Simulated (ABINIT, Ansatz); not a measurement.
## NaF (Villiaumite): zone-centre phonons

Which modes does NaF (Villiaumite) have at the zone centre?

Main program and level: ABINIT 10.8.3; DFT LDA, scalar-relativistic, plane waves, PseudoDojo norm-conserving pseudopotentials.

The database entry behind the starting cell differs from later determinations by our own check (0.1 to 0.3 % short, probably kX units), so it need not match the best structure at ambient conditions.

### Step 1. Set-up

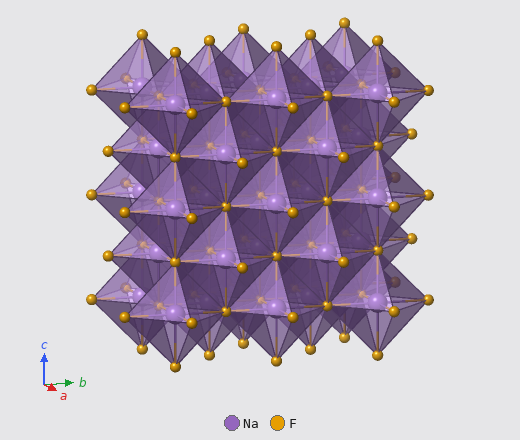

Start, viewed slightly off an axis; sodium purple, fluorine orange. 1×2×2 cells are drawn. This picture shows the conventional cell, with its axes. Some periodic images of atoms are drawn too.

### Step 2. Relaxing the cell and atoms

The harmonic expansion needs vanishing forces, and a free crystal bears no stress, so cell and atoms are brought to rest. Stress is more sensitive to the basis than forces are: the last 3 Ha under the cutoff are smoothed with ecutsm, and the cutoff is raised above that of the later runs.

The starting cell comes from a relaxation made beforehand in Ansatz (LDA, PseudoDojo NC).

relax.abi

```
# relaxation
ionmov 2
optcell 2
dilatmx 1.08
ntime 40
tolmxf 1.0d-05
tolvrs 1.0d-14
prtwf 0
prtden 0
chksymtnons 0

# basis, mesh and filling
ecut 47.0
ecutsm 3.0
ngkpt 8 8 8
nshiftk 1
shiftk 0.0 0.0 0.0
istwfk *1
occopt 1
nband 8
nstep 100
diemac 9.0
prtebands 0
prtgsr 0
useylm 1

# cell and atoms
acell 3*1.0 Angstrom
rprim 
    0.0 2.250757662 2.250757662
    2.250757662 0.0 2.250757662
    2.250757662 2.250757662 0.0
ntypat 2
znucl 11 9
natom 2
typat 1 2
xred 
    0.0 0.0 0.0
    0.5 0.5 0.5
pp_dirpath "./pseudo"
pseudos "Na.upf, F.upf"
```

On the command line:

```
$ OMP_NUM_THREADS=1 mpirun -n 4 abinit relax.abi > relax.log
```

Numbers of over 12 decimals in the logs are rounded to 6 here.

relax.abo, the main output file:

```text
[banners, grids, parts of the stress and lines that vanish by symmetry left out]
- input  file    -> relax.abi
- output file    -> relax.abo
- root for input  files -> relaxi
[...]
Symmetries : space group Fm -3 m (#225); Bravais cF (face-center cubic)
[...]
mpw =        2998          nfft =       91125          nkpt =          29
[...]
== DATASET  1 ==================================================================
[...]
cutoff_energies: {ecut:  47.0, pawecutdg:  -1.0, }
[...]
ETOT  1  -70.197972074976    -7.020E+01 4.932E-01 2.326E+02
 ETOT  2  -70.296046624197    -9.807E-02 8.498E-03 7.373E+01
 ETOT  3  -70.306241107598    -1.019E-02 3.935E-04 2.131E+01
 ETOT  4  -70.307830018603    -1.589E-03 4.759E-04 7.454E+00
 ETOT  5  -70.308609203543    -7.792E-04 7.002E-05 1.101E-01
[...]
At SCF step   13       vres2   =  2.09E-17 < tolvrs=  1.00E-14 =>converged.
[...]
sigma(1 1)= -4.16366653E-07  sigma(3 2)=  0.00000000E+00
  sigma(2 2)= -4.16366653E-07  sigma(3 1)=  0.00000000E+00
  sigma(3 3)= -4.16366653E-07  sigma(2 1)=  0.00000000E+00
[...]
convergence: {deltae:  5.045E-12, res2:  2.092E-17, residm:  1.148E-19, diffor: null, }
etotal    :  -7.03086223E+01
[...]
ETOT  1  -70.308622308643    -7.031E+01 1.324E-12 1.799E-04
[...]
At SCF step    8       vres2   =  6.54E-17 < tolvrs=  1.00E-14 =>converged.
[...]
sigma(1 1)= -3.38199014E-07  sigma(3 2)=  0.00000000E+00
  sigma(2 2)= -3.38199014E-07  sigma(3 1)=  0.00000000E+00
  sigma(3 3)= -3.38199014E-07  sigma(2 1)=  0.00000000E+00
[...]
convergence: {deltae:  3.979E-12, res2:  6.542E-17, residm:  2.408E-19, diffor: null, }
etotal    :  -7.03086223E+01
[...]
ETOT  1  -70.308621968601    -7.031E+01 2.816E-12 3.369E-03
[...]
ETOT  7  -70.308622332452    -2.842E-12 3.470E-15 7.819E-13
 ETOT  8  -70.308622332448     4.249E-12 4.440E-18 1.201E-15
 At SCF step    8       vres2   =  1.20E-15 < tolvrs=  1.00E-14 =>converged.
[...]
sigma(1 1)= -1.12996458E-10  sigma(3 2)=  0.00000000E+00
  sigma(2 2)= -1.12996456E-10  sigma(3 1)=  0.00000000E+00
  sigma(3 3)= -1.12996459E-10  sigma(2 1)=  0.00000000E+00
[...]
convergence: {deltae:  4.249E-12, res2:  1.201E-15, residm:  4.440E-18, diffor: null, }
etotal    :  -7.03086223E+01
[...]
At Broyd/MD step   3, gradients are converged :
[...]
sigma(1 1)= -1.12996458E-10  sigma(3 2)=  0.00000000E+00
  sigma(2 2)= -1.12996456E-10  sigma(3 1)=  0.00000000E+00
  sigma(3 3)= -1.12996459E-10  sigma(2 1)=  0.00000000E+00
[...]
- sigma(1 1)= -3.32447056E-06  sigma(3 2)=  0.00000000E+00
- sigma(2 2)= -3.32447051E-06  sigma(3 1)=  0.00000000E+00
- sigma(3 3)= -3.32447061E-06  sigma(2 1)=  0.00000000E+00
[...]
fcart     -0.0000000000E+00 -0.0000000000E+00 -0.0000000000E+00
           strten     -1.1299645768E-10 -1.1299645594E-10 -1.1299645941E-10
================================================================================

[key lines of the parts left out:]
pressure_GPa:   3.3245E-06
Total energy (etotal) [Ha]= -7.03086223324480E+01
```

Elapsed: 25 s, on 4 MPI ranks of Arm Neoverse V1, shared host.

Little changed from the start: no atom moved by 0.005 Å and no cell edge by 0.1 %.

Numbers from this step:

* volume per atom: 11.40 Å³
* pressure: 3.32e-6 GPa

### Step 3. Self-consistent run for the response

First-order wavefunctions inherit every error of the ground state, hence the very tight tolvrs. The mesh is shifted off Γ, since shifted meshes converge sums over the zone faster.

gs.abi

```
# ground state
tolvrs 1.0d-16
prtden 1
prtwf 1

# basis, mesh and filling
ecut 38.0
ngkpt 6 6 6
nshiftk 4
shiftk 
    0.5 0.5 0.5
    0.5 0.0 0.0
    0.0 0.5 0.0
    0.0 0.0 0.5
istwfk *1
occopt 1
nband 8
nstep 100
diemac 9.0
prtebands 0
prtgsr 0
useylm 1

# cell and atoms
acell 3*1.0 Angstrom
rprim 
    0.0 2.250907441 2.250907441
    2.250907441 0.0 2.250907441
    2.250907441 2.250907441 0.0
ntypat 2
znucl 11 9
natom 2
typat 1 2
xred 
    0.0 0.0 0.0
    0.5 0.5 0.5
pp_dirpath "./pseudo"
pseudos "Na.upf, F.upf"
```

On the command line:

```
$ OMP_NUM_THREADS=1 mpirun -n 4 abinit gs.abi > gs.log
```

gs.abo, the main output file:

```text
[banners, grids, parts of the stress and lines that vanish by symmetry left out]
- input  file    -> gs.abi
- output file    -> gs.abo
- root for input  files -> gsi
[...]
Symmetries : space group Fm -3 m (#225); Bravais cF (face-center cubic)
[...]
mpw =        1744          nfft =       46656          nkpt =          28
[...]
== DATASET  1 ==================================================================
[...]
cutoff_energies: {ecut:  38.0, pawecutdg:  -1.0, }
[...]
ETOT  1  -70.195850076282    -7.020E+01 2.599E-01 1.303E+02
 ETOT  2  -70.292255225985    -9.641E-02 4.324E-05 5.006E+01
 ETOT  3  -70.305960191452    -1.370E-02 5.305E-04 1.098E+01
 ETOT  4  -70.307822855511    -1.863E-03 4.186E-04 2.550E+00
 ETOT  5  -70.308349252884    -5.264E-04 5.182E-05 3.155E-02
[...]
ETOT 12  -70.308356992123     2.984E-13 4.077E-18 1.077E-15
 ETOT 13  -70.308356992125    -1.435E-12 1.688E-20 4.360E-19
 At SCF step   13       vres2   =  4.36E-19 < tolvrs=  1.00E-16 =>converged.
[...]
sigma(1 1)=  3.32751818E-05  sigma(3 2)=  0.00000000E+00
  sigma(2 2)=  3.32751818E-05  sigma(3 1)=  0.00000000E+00
  sigma(3 3)=  3.32751818E-05  sigma(2 1)=  0.00000000E+00
[...]
convergence: {deltae: -1.435E-12, res2:  4.360E-19, residm:  1.688E-20, diffor: null, }
etotal    :  -7.03083570E+01
[...]
sigma(1 1)=  3.32751818E-05  sigma(3 2)=  0.00000000E+00
  sigma(2 2)=  3.32751818E-05  sigma(3 1)=  0.00000000E+00
  sigma(3 3)=  3.32751818E-05  sigma(2 1)=  0.00000000E+00
[...]
- sigma(1 1)=  9.78989649E-01  sigma(3 2)=  0.00000000E+00
- sigma(2 2)=  9.78989649E-01  sigma(3 1)=  0.00000000E+00
- sigma(3 3)=  9.78989649E-01  sigma(2 1)=  0.00000000E+00
[...]
fcart     -0.0000000000E+00 -0.0000000000E+00 -0.0000000000E+00
           strten      3.3275181818E-05  3.3275181818E-05  3.3275181818E-05
================================================================================

[key lines of the parts left out:]
pressure_GPa:  -9.7899E-01
```

It took 5.8 s on 4 MPI ranks.

This step gave:

| Property | Result |
| --- | --- |
| pressure | -0.9790 GPa |

The cell stands at -0.98 GPa: the relaxation ran with a smoothed and higher cutoff and on another k mesh.

### Step 4. The gap at rest

Empty bands on the ground state's density check that the gap assumed so far is there in this cell.

gap.abi

```
# empty bands on the ground state's density
iscf -2
getden_filepath "gso_DEN"
tolwfr 1.0d-12
nbdbuf 2
prtwf 0

# basis, mesh and filling
ecut 38.0
ngkpt 8 8 8
nshiftk 1
shiftk 0.0 0.0 0.0
istwfk *1
occopt 1
nband 12
nstep 100
diemac 9.0
prtebands 0
prtgsr 0
useylm 1

# cell and atoms
acell 3*1.0 Angstrom
rprim 
    0.0 2.250907441 2.250907441
    2.250907441 0.0 2.250907441
    2.250907441 2.250907441 0.0
ntypat 2
znucl 11 9
natom 2
typat 1 2
xred 
    0.0 0.0 0.0
    0.5 0.5 0.5
pp_dirpath "./pseudo"
pseudos "Na.upf, F.upf"
```

On the command line:

```
$ OMP_NUM_THREADS=1 mpirun -n 4 abinit gap.abi > gap.log
```

gap.abo, the main output file:

```text
[banners, grids, parts of the stress and lines that vanish by symmetry left out]
- input  file    -> gap.abi
- output file    -> gap.abo
- root for input  files -> gapi
[...]
Symmetries : space group Fm -3 m (#225); Bravais cF (face-center cubic)
[...]
mpw =        1759          nfft =       46656          nkpt =          29
[...]
== DATASET  1 ==================================================================
[...]
cutoff_energies: {ecut:  38.0, pawecutdg:  -1.0, }
[...]
-outvars: echo values of variables after computation
            acell      1.8897261259E+00  1.8897261259E+00  1.8897261259E+00 Bohr
================================================================================
```

It took 4 s on 4 MPI ranks; 16 s of CPU time.

Numbers from this step:

* gap on the k-mesh: 6.480 eV

In this cell the gap on the mesh is 6.5 eV, direct, so fixed occupations hold.

### Step 5. Zone-centre response

The derivative of the wavefunctions by k comes first, since the response to a field is built on it; then the field and the displacements that symmetry doesn't supply are solved at q = 0.

It reads the wavefunctions written in step 3.

dfpt_gamma.abi

```
ndtset 2

# common to the responses
getwfk_filepath "gso_WFK"
kptopt 2
nqpt 1
qpt 0.0 0.0 0.0
asr 0
chneut 0

# d/dk
rfelfd1 2
rfdir1 1 1 1
iscf1 -3
tolwfr1 1.0d-20

# displacements, field
rfphon2 1
rfatpol2 1 2
rfdir2 1 1 1
rfelfd2 3
getddk2 1
tolvrs2 1.0d-10
prtwf2 0

# basis, mesh and filling
ecut 38.0
ngkpt 6 6 6
nshiftk 4
shiftk 
    0.5 0.5 0.5
    0.5 0.0 0.0
    0.0 0.5 0.0
    0.0 0.0 0.5
istwfk *1
occopt 1
nband 8
nstep 100
diemac 9.0
prtebands 0
prtgsr 0
useylm 1

# cell and atoms
acell 3*1.0 Angstrom
rprim 
    0.0 2.250907441 2.250907441
    2.250907441 0.0 2.250907441
    2.250907441 2.250907441 0.0
ntypat 2
znucl 11 9
natom 2
typat 1 2
xred 
    0.0 0.0 0.0
    0.5 0.5 0.5
pp_dirpath "./pseudo"
pseudos "Na.upf, F.upf"
```

On the command line:

```
$ OMP_NUM_THREADS=1 mpirun -n 4 abinit dfpt_gamma.abi > dfpt_gamma.log
```

dfpt_gamma.abo, the main output file:

```text
[banners, grids, parts of the stress and lines that vanish by symmetry left out]
- input  file    -> dfpt_gamma.abi
- output file    -> dfpt_gamma.abo
- root for input  files -> dfpt_gammai
[...]
DATASET    1 : space group Fm -3 m (#225); Bravais cF (face-center cubic)
[...]
nfft =       46656          nkpt =         432
[...]
DATASET    2 : space group Fm -3 m (#225); Bravais cF (face-center cubic)
[...]
nfft =       46656          nkpt =         432
[...]
== DATASET  1 ==================================================================
[...]
cutoff_energies: {ecut:  38.0, pawecutdg:  -1.0, }
[...]
-  9.00000   7.00000  201202                  znucl, zion, pspdat
[...]
Perturbation : derivative vs k along direction   1
[...]
-ETOT  1  -29.711667146555     -2.971E+01 1.183E-01 0.000E+00
 ETOT  2  -29.748909804931     -3.724E-02 1.488E-03 0.000E+00
 ETOT  3  -29.749041760822     -1.320E-04 2.506E-05 0.000E+00
 ETOT  4  -29.749042913130     -1.152E-06 2.936E-07 0.000E+00
 ETOT  5  -29.749042926082     -1.295E-08 6.321E-09 0.000E+00
[...]
At SCF step   12   max residual=  1.00E-20 < tolwfr=  1.00E-20 =>converged.
[...]
Perturbation : derivative vs k along direction   2
[...]
-ETOT  1  -29.711667146162     -2.971E+01 1.183E-01 0.000E+00
[...]
At SCF step   12   max residual=  1.00E-20 < tolwfr=  1.00E-20 =>converged.
[...]
Perturbation : derivative vs k along direction   3
[...]
-ETOT  1  -29.711667145769     -2.971E+01 1.183E-01 0.000E+00
[...]
At SCF step   12   max residual=  1.00E-20 < tolwfr=  1.00E-20 =>converged.
[...]
1        1       0.4773800863   -0.0000000000
     1        2       0.2386900431   -0.0000000000
     1        3       0.2386900431   -0.0000000000
     2        1       0.2386900431   -0.0000000000
     2        2       0.4773800863   -0.0000000000
     2        3       0.2386900431   -0.0000000000
     3        1       0.2386900431   -0.0000000000
     3        2       0.2386900431   -0.0000000000
     3        3       0.4773800863   -0.0000000000
[...]
== DATASET  2 ==================================================================
[...]
cutoff_energies: {ecut:  38.0, pawecutdg:  -1.0, }
[...]
Perturbation : displacement of atom   1   along direction   1
[...]
-ETOT  1   2.685600     -7.470E+03 8.337E+00 3.063E+01
[...]
At SCF step    8       vres2   =  4.81E-11 < tolvrs=  1.00E-10 =>converged.
[...]
Perturbation : displacement of atom   2   along direction   1
[...]
-ETOT  1   3.513591     -3.497E+03 6.273E+00 1.432E+03
[...]
At SCF step    9       vres2   =  1.98E-11 < tolvrs=  1.00E-10 =>converged.
[...]
Perturbation : homogeneous electric field along direction   1
[...]
-ETOT  1  -18.375998293285     -1.838E+01 4.373E-01 1.226E+03
[...]
ETOT  8  -18.673023564995     -5.294E-13 1.194E-14 1.553E-10
 ETOT  9  -18.673023564995     -2.132E-14 3.013E-16 1.740E-12
 At SCF step    9       vres2   =  1.74E-12 < tolvrs=  1.00E-10 =>converged.
[...]
Dielectric tensor, in cartesian coordinates,
[...]
1    4   1    4         1.9315732502        -0.0000000000
   1    4   2    4        -0.0000000000        -0.0000000000
   1    4   3    4        -0.0000000000        -0.0000000000
   2    4   1    4        -0.0000000000        -0.0000000000
   2    4   2    4         1.9315732502        -0.0000000000
   2    4   3    4        -0.0000000000        -0.0000000000
   3    4   1    4        -0.0000000000        -0.0000000000
   3    4   2    4        -0.0000000000        -0.0000000000
   3    4   3    4         1.9315732502        -0.0000000000
  Effective charges, in cartesian coordinates,
[...]
1    1   1    4         0.9989554398         0.0000000000
   2    1   1    4         0.0000000000         0.0000000000
   3    1   1    4        -0.0000000000         0.0000000000
   1    2   1    4        -0.9984749704         0.0000000000
   2    2   1    4         0.0000000000         0.0000000000
[...]
Effective charges, in cartesian coordinates,
[...]
2    4   1    2         0.0000000000         0.0000000000
   3    4   1    2         0.0000000000         0.0000000000
   1    4   2    2         0.0000000000         0.0000000000
   2    4   2    2        -0.9984749587         0.0000000000
   3    4   2    2         0.0000000000         0.0000000000
   1    4   3    2         0.0000000000         0.0000000000
   2    4   3    2         0.0000000000         0.0000000000
   3    4   3    2        -0.9984749587         0.0000000000
  Phonon wavevector (reduced coordinates) :  0.00000  0.00000  0.00000
 Phonon energies in Hartree :
[...]
Phonon frequencies in cm-1    :
-  7.184901E+00  7.184901E+00  7.184901E+00  2.762821E+02  2.762821E+02
-  2.762821E+02
  Phonon at Gamma, with non-analyticity in the
[...]
Phonon energies in Hartree :
[...]
Phonon frequencies in cm-1    :
-  7.184901E+00  7.184901E+00  7.185045E+00  2.762821E+02  2.762821E+02
-  4.282770E+02
  Phonon at Gamma, with non-analyticity in the
[...]
Phonon energies in Hartree :
[...]
Phonon frequencies in cm-1    :
-  7.184901E+00  7.184901E+00  7.185045E+00  2.762821E+02  2.762821E+02
-  4.282770E+02
  Phonon at Gamma, with non-analyticity in the
[...]
Phonon energies in Hartree :
[...]
Phonon frequencies in cm-1    :
-  7.184901E+00  7.184901E+00  7.185045E+00  2.762821E+02  2.762821E+02
-  4.282770E+02
[...]
fcart2     0.0000000000E+00  0.0000000000E+00  0.0000000000E+00
           strten2     0.0000000000E+00  0.0000000000E+00  0.0000000000E+00
================================================================================
```

Wall time 3.3 min (4 MPI ranks).

This step gave:

```
miss of the charge sum rule                                       : 4.80e-4 e
largest acoustic frequency at the zone centre before the sum rule : 7.18 cm⁻¹
highest optical zone-centre mode (no LO-TO term)                  : 276.3 cm⁻¹
lowest optical zone-centre mode                                   : 276.3 cm⁻¹
mean high-frequency dielectric constant                           : 1.932
largest Born charge in size (third of the trace)                  : 0.999 e
```

Born charge (rows field, columns displacement), before the sum rule (e), principal values of the symmetric part by kind of site:

```
atom  atoms with these values      low   middle     high     mean
 Na1                        1   0.9990   0.9990   0.9990   0.9990
  F2                        1  -0.9985  -0.9985  -0.9985  -0.9985
```

In full for F2:

```
-0.9985  0.0000  0.0000
 0.0000 -0.9985  0.0000
 0.0000  0.0000 -0.9985
```

High-frequency dielectric tensor:

```
1.93 0.00 0.00
0.00 1.93 0.00
0.00 0.00 1.93
```

The acoustic modes at Γ come out as far as 7.2 cm⁻¹ from zero, where they should vanish, a small numerical error; the Born charges miss their sum rule by 4.8e-4 e, which is good.

(Part 1 of 2 ends here.)

[Host names and launcher messages were left out of these logs when they were recorded.]

[Logs are printed without paths, hosts, clocks, repeated set-up lines and the standing remarks that a program may print on its own settings, such as how far it seeks lower states.]

[Hosts, paths, dates, database ids (printed as entryN), source tags and the programs' standing remarks are cut or masked in the printed files.]
